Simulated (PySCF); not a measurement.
C3H10S2Si, SMILES CSC[SiH2]SC at its GFN2-xTB optimised geometry (Å):

```
16

C      1.4281    -2.6836     0.0000
S     -0.3844    -2.6836     0.0000
C     -0.7196    -0.8900     0.0000
Si    -0.1355    -0.0471    -1.6047
S     -1.0758     1.8695    -1.8243
C     -0.5593     2.6867    -0.2784
H      1.7353    -3.7080     0.1846
H      1.7897    -2.0402     0.7970
H      1.8017    -2.3510    -0.9638
H     -0.2651    -0.4772     0.9018
H     -1.8017    -0.8209     0.1088
H      1.3105     0.1821    -1.5392
H     -0.5546    -0.7878    -2.7802
H     -1.0066     2.1807     0.5712
H      0.5235     2.6804    -0.2047
H     -0.9204     3.7080    -0.3315
```

Computed with PySCF with PBE0/def2-TZVP. Cells within 0.4 Å of a nucleus heavier than hydrogen are left out (blank, or x).

Map of the electrostatic potential (hartree/e), clipped to [-0.08, 0.12] on the plane z = 0.0 Å:

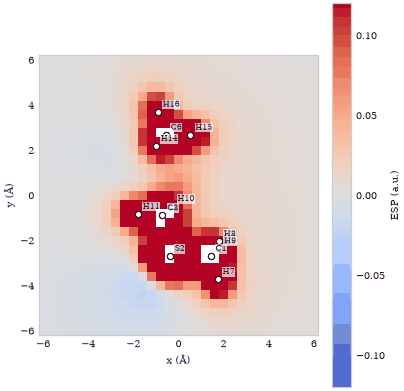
Electrostatic potential (hartree/e), clipped to [-0.08, 0.12] on the plane z = 0.0 Å.
